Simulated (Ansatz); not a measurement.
## TlBiSe3 (model cell, started as cubic perovskite with Bi in the octahedra): following an unstable mode

Which phase does TlBiSe3 (model cell, started as cubic perovskite with Bi in the octahedra) fall into along its unstable mode, and how much energy does it gain?

Program: Ansatz 0.2.0. Level of theory: DFT PBEsol, scalar-relativistic, plane waves, PAW; PAW set soft_1. Results are calculated unless marked as measured.

The structure was built from a prototype and need not be the compound's stable phase.

## 1. Starting point

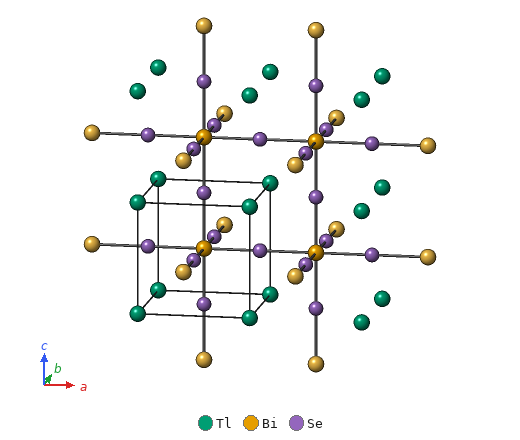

The cell as given, slightly off an axis (thallium teal, bismuth orange, selenium purple). 2×1×2 cells are drawn. Some periodic images of atoms are drawn too.

## 2. Response at finite wavevector

The cell comes from relaxations at this level that are not shown. Stability and thermal properties need the whole zone. Linear response on a 2×2×2 q mesh gives force constants as far as a supercell of that size would.

input.yaml

```yaml
crystal:
  lattice:
    - [5.4560481392, 0.0, 0.0]
    - [0.0, 5.4560481392, 0.0]
    - [0.0, 0.0, 5.4560481392]
  atoms:
    - { symbol: Tl, position: [0.0, 0.0, 0.0] }
    - { symbol: Bi, position: [0.5, 0.5, 0.5] }
    - { symbol: Se, position: [0.5, 0.5, 0.0] }
    - { symbol: Se, position: [0.5, 0.0, 0.5] }
    - { symbol: Se, position: [0.0, 0.5, 0.5] }
kpoints:
  mp_grid: { grid: [8, 8, 8] }
hamiltonian:
  xc: pbesol
  pseudopotentials: { kind: paw, azcp: { folder: soft_1 }, xc_functional: pbe }
scf:
  occupations: { method: methfessel_paxton, width: 0.2 }
output:
  eigenvalues: true
phonons:
  method: dfpt
  qmesh: [2, 2, 2]
  temperatures: { t_max: 1000, t_step: 50 }
  qpath:
    path:
      - [[0.0, 0.0, 0.0], [0.0, 0.5, 0.0], [0.5, 0.5, 0.0], [0.0, 0.0, 0.0], [0.5, 0.5, 0.5], [0.0, 0.5, 0.0]]
      - [[0.5, 0.5, 0.5], [0.5, 0.5, 0.0]]
    npoints: 10
```

Started as:

```sh
$ ansatz run input.yaml --threads 4 --pin off --max-ram 16384MiB --backend cpu --events-out ev --progress --plain --runs-dir out
```

Numbers of over 12 decimals in the logs are rounded to 6 here.

Output:

```text
Engine: ansatz 0.2.0, aarch64-unknown-linux-gnu
Pseudopotentials: kind: paw
Pseudopotential: Tl, paw, valence charge 13, recommended cutoff 420 eV (normal), soft_1/Tl.paw.azcp
Pseudopotential: Bi, paw, valence charge 15, recommended cutoff 420 eV (normal), soft_1/Bi.paw.azcp
Pseudopotential: Se, paw, valence charge 16, recommended cutoff 420 eV (normal), soft_1/Se.paw.azcp
Functional definition: PBEsol
  exchange = pbesol_x
  correlation = pbesol_c
Crystal: 5 atoms, lattice volume = 162.418 Å³
Basis set: ecut = 420 eV, 3191 PW (Γ), exchange–correlation on 80×80×80 points (8 copies of the dense FFT grid, shifted against one another)
Bands: 46, of which v1, the nominal top of the filled ones, is band 38 counted from 1 (37 counted from 0)
Symmetry: 48 space group operations
k-points: 35 of 512
Non-local potential: Tl, projectors of the file, l = 0: 2, l = 1: 2, l = 2: 2, l = 3: 1
Non-local potential: Bi, projectors of the file, l = 0: 2, l = 1: 2, l = 2: 2, l = 3: 1
Non-local potential: Se, projectors of the file, l = 0: 2, l = 1: 2, l = 2: 3, l = 3: 1
PAW form: soft (Blöchl's): semilocal exchange-correlation on the pseudo side does not see the compensation charge
PAW frozen core: Tl, regenerated for the run's functional, and the local potential with it (the file was generated under x = pbe(κ = 0.804, μ = 0.219515), c = pbe(β = 0.066725))
PAW frozen core: Bi, regenerated for the run's functional, and the local potential with it (the file was generated under x = pbe(κ = 0.804, μ = 0.219515), c = pbe(β = 0.066725))
PAW frozen core: Se, regenerated for the run's functional, and the local potential with it (the file was generated under x = pbe(κ = 0.804, μ = 0.219515), c = pbe(β = 0.066725))
PAW one-centre angular grid: Tl, 590 points (default); XC on 64 Gauss nodes
PAW one-centre angular grid: Bi, 590 points (default); XC on 64 Gauss nodes
PAW one-centre angular grid: Se, 590 points (default); XC on 64 Gauss nodes
Initial density: superposition of atomic densities (chi_scale 0.1, normalization cell, long waves kept (reshape's long-wave potential 0.03 eV rms))
Initial wavefunctions: pseudopotential atomic-orbital guess
Functional: x = pbesol(κ = 0.804, μ = 0.123457), c = pbesol(β = 0.046)
SCF iter   1: F=—  HF=-39814.899649 eV  |F-HF|=—  |Δ(HF+E_count)|=         —  Δρ=2.93e-2  dr2=2.63e0  ethr=3.10e-3  ⟨swp⟩=6.7  Hψ=6346  notcnv=0
preconditioner: auto → LDOS  [metal: Δε(μ)=0.018 eV  Ē_g=11.046 eV  σ=0.200 eV  W_gap=0.08  n_scr=32 (ndim 8)  ℏωp=17.5 eV  f_vac=0.039  D(μ)=5.41/eV (n_scr^D=32)  β→1.0]
SCF iter   2: F=—  HF=-39814.064992 eV  |F-HF|=—  |Δ(HF+E_count)|=   8.35e-1  S|Δr|=    0.00e0  Δρ=1.92e-2  dr2=5.38e-1  ethr=3.10e-3  ⟨swp⟩=3.1  Hψ=2861  notcnv=0  defer=63
SCF iter   3: F=—  HF=-39813.862990 eV  |F-HF|=—  |Δ(HF+E_count)|=   2.02e-1  S|Δr|=    0.00e0  Δρ=4.32e-3  dr2=5.47e-2  ethr=7.07e-4  ⟨swp⟩=3.9  Hψ=3482  notcnv=0  defer=63
SCF iter   4: F=—  HF=-39813.842998 eV  |F-HF|=—  |Δ(HF+E_count)|=   2.00e-2  S|Δr|=    0.00e0  Δρ=9.09e-4  dr2=3.62e-3  ethr=7.20e-5  ⟨swp⟩=2.0  Hψ=2020  notcnv=0  defer=63
SCF iter   5: F=—  HF=-39813.842132 eV  |F-HF|=—  |Δ(HF+E_count)|=   8.66e-4  S|Δr|=    0.00e0  Δρ=1.94e-4  dr2=1.33e-4  ethr=4.77e-6  ⟨swp⟩=2.0  Hψ=2374  notcnv=0  defer=63
SCF iter   6: F=—  HF=-39813.842080 eV  |F-HF|=—  |Δ(HF+E_count)|=   5.18e-5  S|Δr|=    0.00e0  Δρ=5.66e-5  dr2=3.94e-6  ethr=1.75e-7  ⟨swp⟩=2.0  Hψ=2882  notcnv=0  defer=63
SCF iter   7: F=—  HF=-39813.842073 eV  |F-HF|=—  |Δ(HF+E_count)|=   6.61e-6  S|Δr|=    0.00e0  Δρ=1.62e-5  dr2=3.50e-7  ethr=5.18e-9  ⟨swp⟩=2.0  Hψ=2897  notcnv=0  defer=63
SCF iter   8: F=—  HF=-39813.842073 eV  |F-HF|=—  |Δ(HF+E_count)|=   9.94e-9  S|Δr|=    0.00e0  Δρ=4.28e-6  dr2=2.54e-8  ethr=4.61e-10  ⟨swp⟩=2.0  Hψ=2880  notcnv=0  defer=63
SCF iter   9: F=—  HF=-39813.842073 eV  |F-HF|=—  |Δ(HF+E_count)|=   1.35e-8  S|Δr|=    0.00e0  Δρ=9.13e-7  dr2=1.43e-9  ethr=3.34e-11  ⟨swp⟩=2.1  Hψ=2309  notcnv=0  defer=63
SCF iter  10: F=—  HF=-39813.842073 eV  |F-HF|=—  |Δ(HF+E_count)|=  1.02e-10  S|Δr|=    0.00e0  Δρ=2.00e-7  dr2=1.04e-10  ethr=1.88e-12  ⟨swp⟩=2.0  Hψ=2876  notcnv=0  defer=63
SCF iter  11: F=-39813.842073 eV  HF=-39813.842073 eV  |F-HF|=1.46e-11  |Δ(HF+E_count)|=  7.28e-12  S|Δr|=    0.00e0  Δρ=5.24e-8  dr2=8.49e-12  ethr=1.00e-12  ⟨swp⟩=13.3  Hψ=9040  notcnv=0
SCF 1 converged in 11 iterations: F = -39813.842073 eV  dr2 = 8.49e-12
  greatest PAW one-centre occupation: 1.000 electrons in one spin orbital (limit 2), on the Se atom at site 4 (counted from 0), in its partial waves of l = 2
Initial density: read from a saved state, or passed on in memory by an earlier SCF of this step, an earlier step, the calling program or the single point that the run made first
iter 1 solved again at ethr=1.46e-7 eV; its pass at ethr=3.10e-3 eV (dr2=1.11e-4 eV) is discarded
SCF iter   1: F=—  HF=-39813.842076 eV  |F-HF|=—  |Δ(HF+E_count)|=         —  Δρ=5.92e-7  dr2=5.70e-10  ethr=1.46e-7  ⟨swp⟩=3.0  Hψ=10363  notcnv=0
eigensolver tolerance schedule: the retry pair's looser diagonalisation over-reported the residual by 195308.80 of it (diagonalisation noise at an unbounded share of the residual, at the tolerance the schedule requests for it); recorded, not acted on — ethr = c·dr2/N_el stays at c = 1.0e-1
preconditioner: auto → LDOS  [metal: Δε(μ)=0.012 eV  Ē_g=10.518 eV  σ=0.200 eV  W_gap=0.05  n_scr=32 (ndim 8)  ℏωp=17.5 eV  f_vac=0.042  D(μ)=6.78/eV (n_scr^D=56)  β→1.0]
SCF iter   2: F=—  HF=-39813.842073 eV  |F-HF|=—  |Δ(HF+E_count)|=   3.30e-6  S|Δr|=    0.00e0  Δρ=7.25e-7  dr2=5.26e-10  ethr=1.00e-12  ⟨swp⟩=4.0  Hψ=4504  notcnv=0
SCF iter   3: F=—  HF=-39813.842073 eV  |F-HF|=—  |Δ(HF+E_count)|=  3.13e-10  S|Δr|=    0.00e0  Δρ=2.58e-7  dr2=9.22e-11  ethr=1.00e-12  ⟨swp⟩=2.0  Hψ=2097  notcnv=0
SCF iter   4: F=—  HF=-39813.842073 eV  |F-HF|=—  |Δ(HF+E_count)|=  7.28e-12  S|Δr|=    0.00e0  Δρ=1.68e-7  dr2=3.85e-11  ethr=1.00e-12  ⟨swp⟩=1.0  Hψ=1610  notcnv=0
SCF iter   5: F=—  HF=-39813.842073 eV  |F-HF|=—  |Δ(HF+E_count)|=  1.46e-11  S|Δr|=    0.00e0  Δρ=1.06e-7  dr2=1.60e-11  ethr=1.00e-12  ⟨swp⟩=1.0  Hψ=1610  notcnv=0
SCF iter   6: F=-39813.842073 eV  HF=-39813.842073 eV  |F-HF|=7.28e-12  |Δ(HF+E_count)|=  1.46e-11  S|Δr|=    0.00e0  Δρ=6.24e-8  dr2=5.61e-12  ethr=1.00e-12  ⟨swp⟩=3.3  Hψ=3687  notcnv=0
SCF 2 converged in 6 iterations: F = -39813.842073 eV  dr2 = 5.61e-12
phonons: the bands overlap, so this run is a metal and interpolates without the dipole-dipole term. If the crystal is really an insulator or semiconductor, its LO-TO splitting is missing
NSCF: frozen V_eff on 35 k-points
WARN: eigensolver did not converge (k=10): 1 band(s) unlocked after 20 sweeps at ethr=1.17e-12 eV (storage-precision floor; scheduled 1.00e-12 eV) (lowest unlocked band 45, counted from 0; max residual 8.23e-6 eV among the unlocked bands, 8.23e-6 eV over every band; other slots of this pass that fall short are told together in one closing line; warning suppressed until the next SCF loop or pass starts)
WARN: eigensolver did not converge in 17 slots of this pass, the one above among them; of largest residual over every band (k=30): 1 band(s) unlocked (lowest unlocked band 45, counted from 0; max residual 5.27e-3 eV among the unlocked bands, 5.27e-3 eV over every band); of lowest unlocked band (k=10): band 45
NSCF: frozen V_eff on 125 k-points
DFPT response loops at q = (0, 0, 0) (fractional): preconditioner auto → Kerker (q_TF=auto, 2.404 Å⁻¹) (partly filled bands, converged f_vac=0.042); β = 1.00, the filter's whole step (`scf.mixing.beta` (0.50) is not read by the response loops under this deck's `scf.mixing.preconditioner`; to damp them name `kerker` or `kerker_dos`, under which they read `scf.mixing.beta`, and type it under 1.00, their step now; both keys bind the ground state too); Broyden in place of MSR1
NSCF: frozen V_eff on 250 k-points
DFPT response loops at q = (0, 0, -0.5) (fractional): mixed as the last ones told, above
NSCF: frozen V_eff on 250 k-points
DFPT response loops at q = (0, -0.5, -0.5) (fractional): mixed as the last ones told, above
NSCF: frozen V_eff on 250 k-points
DFPT response loops at q = (-0.5, -0.5, -0.5) (fractional): mixed as the last ones told, above
SCF converged after 11 iterations
Stability not checked: this state was not tested for a lower state beside it, because cold or Methfessel-Paxton smearing, or corrected tetrahedra, fill the levels in a way that the test cannot read (fill_not_monotonic; see scf.lower_state_search)
Free energy (F): -39813.842073 eV
Harris-Foulkes:  -39813.842073 eV  (|F-HF|=1.46e-11)
Internal energy: -39813.828238 eV  (E = F + TS)
E sigma→0 (E₀):  -39813.838614 eV
Entropy (-TS):   -0.013835 eV (-2.767 meV/atom)
Fermi energy:    5.802281 eV
--- Per-component energies (eV) ---
  E_band       = -1421.513625
  E_kinetic    = 847.845913
  E_local      = -11403.064687  (includes V_loc(G=0)·N_el)
  E_nonlocal   = -327.577105
  E_hartree    = 5543.365983
  E_xc         = -585.888701
  E_vxc        = -521.326946  (∫ρ·V_xc dr)
  E_paw        = -26805.946878  (= ΣΔE_a)
  E_vpaw       = -1104.121915  (= ΣTr[D̂ρ^β])
  E_aug_tail   = -0.000949  (compensation charges beyond the density's cutoff)
  E_ewald      = -7085.715296
  E_core_change = 3.153482  (= ΣΔE_core)
  E_smearing   = -0.013835  (= −TS)
  E_closure    = 0.000000  (closes the sum)
  Σ components = -39813.842073   (vs F -39813.842073, Δ=0.00e0)
--- Band table (eV; the first three rows and the last of 35) ---
  k-point 0: bands = [... 34 lower, 5.0974, 5.0974, 5.2631, 5.2631, 5.2631, 10.6258, 10.6258, 10.6258, ... 4 higher]
  k-point 1: bands = [... 34 lower, 5.0508, 5.2225, 5.2236, 5.2414, 5.2414, 10.0550, 10.4432, 10.4432, ... 4 higher]
  k-point 2: bands = [... 34 lower, 4.8731, 5.1287, 5.2607, 5.2607, 5.5371, 9.1573, 10.1589, 10.1589, ... 4 higher]
  k-point 34: bands = [... 34 lower, 5.0092, 6.2716, 6.2716, 6.2716, 6.9253, 6.9253, 6.9253, 7.5649, ... 4 higher]
--- Phonons (Γ-DFPT): 4 representative perturbations + reference (Σ response iterations 12) ---
  ASR residual: 9.245e-5 → 0.000e0 eV/Å²; symmetrization residual: 9.279e-5 eV/Å²
  ASR residual per site (eV/Å²): 5.98e-5 6.51e-5 9.24e-5 9.24e-5 9.24e-5
  Γ frequencies (cm⁻¹): -72.20 -72.20 -72.20 -66.98 -66.98 -66.98 -23.87 -23.87 -23.87 0.00 0.00 0.00 149.78 149.78 149.78
--- Phonons (arbitrary-q DFPT): 4 irreducible q on the 2×2×2 mesh ---
  q = [0.0000, 0.0000, 0.0000] (star 1, of the zone-centre solve; hermiticity 3.73e-5, symmetrization 3.88e-11): -72.20 -72.20 -72.20 -66.98 -66.98 -66.98 -23.87 -23.87 -23.87 -0.00 0.00 0.00 149.78 149.78 149.78
  q = [0.0000, 0.0000, -0.5000] (star 3, 9 solved perturbations in 975 linear systems a pass and spin channel, the states on 125 of 512 k-point pairs; hermiticity 8.98e-6, symmetrization 1.09e-11): -85.11 -80.39 -74.75 -74.75 -63.11 -63.11 -21.30 -21.30 -20.50 3.50 3.50 107.14 149.17 149.17 173.63
  q = [0.0000, -0.5000, -0.5000] (star 3, 9 solved perturbations in 975 linear systems a pass and spin channel, the states on 125 of 512 k-point pairs; hermiticity 3.77e-6, symmetrization 1.04e-11): -88.93 -88.93 -67.05 -67.05 -63.78 -52.88 -22.67 -19.30 -19.30 8.73 106.20 106.20 149.22 170.23 174.49
  q = [-0.5000, -0.5000, -0.5000] (star 1, 4 solved perturbations in 350 linear systems a pass and spin channel, the states on 125 of 512 k-point pairs; hermiticity 1.53e-7, symmetrization 3.14e-11): -81.73 -81.73 -81.73 -53.94 -53.94 -53.94 -15.10 -15.10 -15.10 105.13 105.13 105.13 176.06 177.94 177.94
  sum rule: each row above includes the acoustic sum rule's correction from the zone centre's row sums; it moved no ω² by more than (0.56 cm⁻¹)²
  mesh force constants: q→R imaginary residual 1.62e-18; ASR residual 9.245e-5 → 0.000e0 eV/Å²; symmetrization residual 8.882e-15 eV/Å²
  interpolated dispersion: 62 rows × 15 modes
  density of states and harmonic sums: on the 12×12×12 q-mesh, interpolated from the force constants of a 2×2×2 supercell (no non-analytic term)
  largest difference from the sums on the solved wave vectors: F 1.42e-1 eV, S 1.72e-4 and C_V 1.60e-5 eV/K
  zero-point energy: 0.042564 eV/cell   skipped modes (ω ≤ 0): 781, of them read as no rigid motion or as one in doubt: 778 (9.188e0 modes/cell left out, lowest -88.93 cm⁻¹)   left out of the sums: 6.13e-1 of the cell's modes: C_V's classical limit lies that fraction below 3 k_B per atom; for a crystal, a wire or a layer, F and S can be off by more, and a phonons.interpolated_qmesh denser along its periods is the remedy for the sampling
```

Wall time 8.8 min (4 threads of Arm Neoverse V2, shared host); peak memory 2.4 GiB; 34 min of CPU time.

Reading the cycles: dr2 is the Hartree energy of the density residual (eV), the measure of convergence; HF is the Harris–Foulkes estimate of the energy, which meets the free energy F at convergence.

This step gave:

* volume per atom: 32.48 Å³
* gap on the k-mesh: 0 eV
* sum-rule residual before enforcement: 9.24e-5 eV/Å²
* lowest frequency on the path: -88.93 cm⁻¹
* point group: m-3m
* highest frequency: 177.9 cm⁻¹
* highest optical zone-centre mode (no LO-TO term): 149.8 cm⁻¹
* lowest optical zone-centre mode: -72.2 cm⁻¹
* lowest mode on the q mesh (acoustic ones at the zone centre apart): -88.93 cm⁻¹

Frequencies (cm⁻¹) solved at each irreducible wavevector; negative means imaginary. Frequencies by wavevector, by row:

```csv
q in reciprocal lattice units,star,mode 1,mode 2,mode 3,mode 4,mode 13,mode 14,mode 15
0 0 0,1,-72.2,-72.2,-72.2,-67,149.8,149.8,149.8
0 0 -0.5,3,-85.1,-80.4,-74.8,-74.8,149.2,149.2,173.6
0 -0.5 -0.5,3,-88.9,-88.9,-67,-67,149.2,170.2,174.5
-0.5 -0.5 -0.5,1,-81.7,-81.7,-81.7,-53.9,176.1,177.9,177.9
```

Interpolated from a 2×2×2 q mesh. Phonon branches along the path, in cm⁻¹:

```csv
point,branch 1,branch 2,branch 3,branch 4,branch 12,branch 13,branch 14,branch 15
Γ,-72,-72,-72,-67,0,150,150,150
X,-85,-80,-75,-75,107,149,149,174
M,-89,-89,-67,-67,106,149,170,174
Γ,-72,-72,-72,-67,0,150,150,150
R,-82,-82,-82,-54,105,176,178,178
X,-85,-80,-75,-75,107,149,149,174
jump to R,-82,-82,-82,-54,105,176,178,178
M,-89,-89,-67,-67,106,149,170,174
```

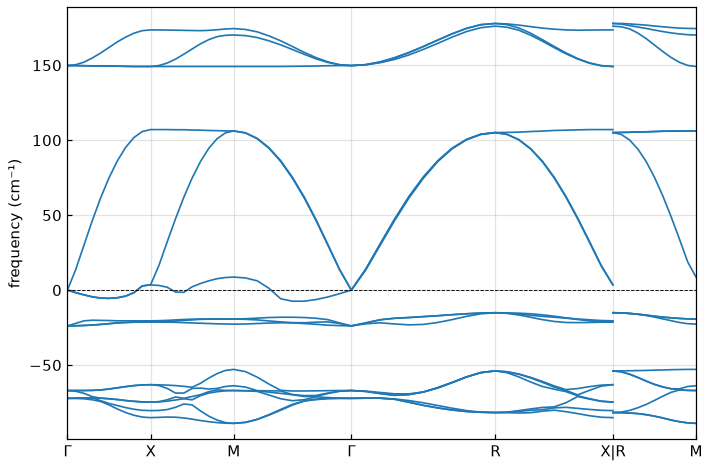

Phonon branches along the path.

Symmetry leaves 4 wavevectors to solve. The lowest mode among them, the acoustic zeros apart, lies at q = (0, -0.5, -0.5) and is imaginary, 88.9i cm⁻¹, so the energy falls along it.

## 3. The mode frozen in, largest atomic shift 0 Å

The mode followed lies at q = (0, -0.5, -0.5) with frequency 88.9i cm⁻¹ and is 2-fold degenerate, the softest among the wavevectors solved. At small amplitude the distorted cell has space group no. 10 by a symmetry search on the positions. The undistorted cell that holds it gives the zero of energy on the same k mesh.

System of this step: TlBiSe3 (model cell, started as cubic perovskite with Bi in the octahedra). The structure is cubic, space group Pm-3m (No. 221). Conventional cell: a = 5.456 Å, b = 5.456 Å, c = 5.456 Å, α = 90.00°, β = 90.00°, γ = 90.00°. Tl has 12 Se at 3.86 Å nearest. Nearest to Bi lie 6 Se at 2.73 Å. Nearest to Se lie 2 Bi at 2.73 Å. Nearest to Se lie 2 Bi at 2.73 Å. Farther neighbours and most contacts between anions are not listed.

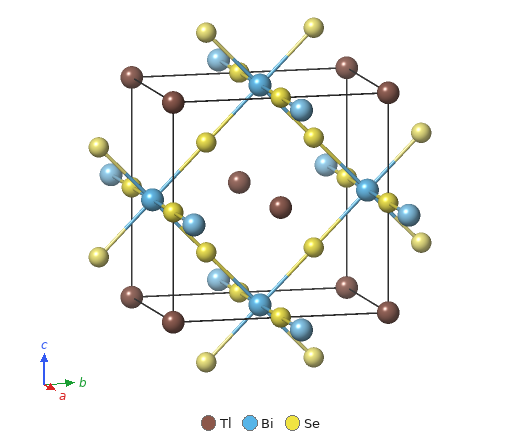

The cell of this step (thallium brown, bismuth blue, selenium yellow). Some periodic images of atoms are drawn too.

input.yaml

```yaml
crystal:
  lattice:
    - [-5.4560481392, 0.0, 0.0]
    - [0.0, -5.4560481392, -5.4560481392]
    - [0.0, -5.4560481392, 5.4560481392]
  atoms:
    - { symbol: Tl, position: [0.0, 0.5, 0.5] }
    - { symbol: Tl, position: [0.0, 0.0, 0.0] }
    - { symbol: Bi, position: [0.5, 0.0, 0.5] }
    - { symbol: Bi, position: [0.5, 0.5, 0.0] }
    - { symbol: Se, position: [0.5, 0.25, 0.25] }
    - { symbol: Se, position: [0.5, 0.75, 0.75] }
    - { symbol: Se, position: [0.5, 0.25, 0.75] }
    - { symbol: Se, position: [0.5, 0.75, 0.25] }
    - { symbol: Se, position: [0.0, 0.0, 0.5] }
    - { symbol: Se, position: [0.0, 0.5, 0.0] }
kpoints:
  mp_grid: { grid: [8, 6, 6] }
hamiltonian:
  xc: pbesol
  pseudopotentials: { kind: paw, azcp: { folder: soft_1 }, xc_functional: pbe }
scf:
  occupations: { method: methfessel_paxton, width: 0.2 }
output:
  forces: true
  stress: true
  eigenvalues: true
```

Output:

```text
[...]
Crystal: 10 atoms, lattice volume = 324.836 Å³
Basis set: ecut = 420 eV, 6359 PW (Γ), exchange–correlation on 80×108×108 points (8 copies of the dense FFT grid, shifted against one another)
Bands: 92, of which v1, the nominal top of the filled ones, is band 76 counted from 1 (75 counted from 0)
Symmetry: 32 space group operations
[...]
k-points: 50 of 288
[...]
k-point 0: bands = [... 72 lower, 5.0997, 5.2645, 5.2645, 5.2662, 6.2703, 6.7050, 7.5515, 7.5515, ... 12 higher]
  k-point 1: bands = [... 72 lower, 5.0954, 5.2312, 5.2619, 5.2914, 6.0006, 6.1434, 8.0746, 8.4557, ... 12 higher]
  k-point 2: bands = [... 72 lower, 5.0438, 5.1398, 5.4174, 5.4879, 5.6231, 5.9005, 9.0810, 9.2188, ... 12 higher]
  k-point 49: bands = [... 72 lower, 4.9914, 4.9914, 6.2726, 6.2726, 6.7051, 6.7051, 7.5512, 7.5512, ... 12 higher]
[key lines of the parts left out:]
SCF converged after 8 iterations
Free energy (F): -79627.676715 eV
Fermi energy:    5.809799 eV
P = ⅓ Tr σ = -0.0064 GPa (-0.064 kbar)
```

Run time: 19 s. Hardware: 4 threads; peak memory 1.5 GiB; 73 s of CPU time.

Numbers from this step:

| Quantity | Value |
| --- | --- |
| pressure | -0.006389 GPa |
| energy from the undistorted cell | 0 meV/atom |

The run ends at a pressure of -0.01 GPa.

## 4. The mode frozen in, largest atomic shift 0.6 Å

The atoms are moved along the unstable eigenvector, the largest shift by 0.6 Å, with the cell fixed.

input.yaml, the sections that differ from step 3:

```yaml
crystal:
  lattice:
    - [-5.4560481392, 0.0, 0.0]
    - [0.0, -5.4560481392, -5.4560481392]
    - [0.0, -5.4560481392, 5.4560481392]
  atoms:
    - { symbol: Tl, position: [0.0, 0.4947062557, 0.5022155711] }
    - { symbol: Tl, position: [0.0, 0.0052937443, -0.0022155711] }
    - { symbol: Bi, position: [0.5, -0.009246305, 0.4961301783] }
    - { symbol: Bi, position: [0.5, 0.509246305, 0.0038698217] }
    - { symbol: Se, position: [0.5, 0.25, 0.25] }
    - { symbol: Se, position: [0.5, 0.75, 0.75] }
    - { symbol: Se, position: [0.5, 0.25, 0.75] }
    - { symbol: Se, position: [0.5, 0.75, 0.25] }
    - { symbol: Se, position: [0.0, 0.0717313119, 0.5300214393] }
    - { symbol: Se, position: [0.0, 0.4282686881, -0.0300214393] }
# kpoints, hamiltonian, scf, output: as in step 3
```

Output:

```text
[...]
Crystal: 10 atoms, lattice volume = 324.836 Å³
Basis set: ecut = 420 eV, 6359 PW (Γ), exchange–correlation on 80×108×108 points (8 copies of the dense FFT grid, shifted against one another)
Bands: 92, of which v1, the nominal top of the filled ones, is band 76 counted from 1 (75 counted from 0)
Symmetry: 4 space group operations
[...]
k-points: 100 of 288
[...]
k-point 0: bands = [... 72 lower, 5.2795, 5.3630, 5.4112, 5.4951, 6.2892, 6.9283, 7.2519, 7.4942, ... 12 higher]
  k-point 1: bands = [... 72 lower, 5.2287, 5.3591, 5.3662, 5.4763, 6.1344, 6.1757, 7.9017, 8.4125, ... 12 higher]
  k-point 2: bands = [... 72 lower, 5.0981, 5.2532, 5.4439, 5.5776, 5.7631, 5.9484, 8.9763, 9.1351, ... 12 higher]
  k-point 99: bands = [... 72 lower, 5.0705, 5.2889, 5.9148, 6.0495, 6.2738, 6.2928, 7.7443, 7.9543, ... 12 higher]
[key lines of the parts left out:]
SCF converged after 10 iterations
Free energy (F): -79628.186377 eV
Fermi energy:    5.871694 eV
P = ⅓ Tr σ = -0.4776 GPa (-4.776 kbar)
```

It took 44 s on 4 threads; peak memory 2.2 GiB.

Numbers from this step:

* pressure: -0.4776 GPa
* energy from the undistorted cell: -51.69 meV/atom

The energy, extrapolated to zero smearing, is -51.69 meV/atom against the undistorted cell.

The run ends at a pressure of -0.48 GPa, with forces up to 0.39 eV/Å.

(Continued in part 2 of 3.)

[Logs are printed without paths, hosts, clocks, repeated set-up lines and the standing remarks that a program may print on its own settings, such as how far it seeks lower states.]

[Hosts, paths, dates, database ids (printed as entryN), source tags and the programs' standing remarks are cut or masked in the printed files.]
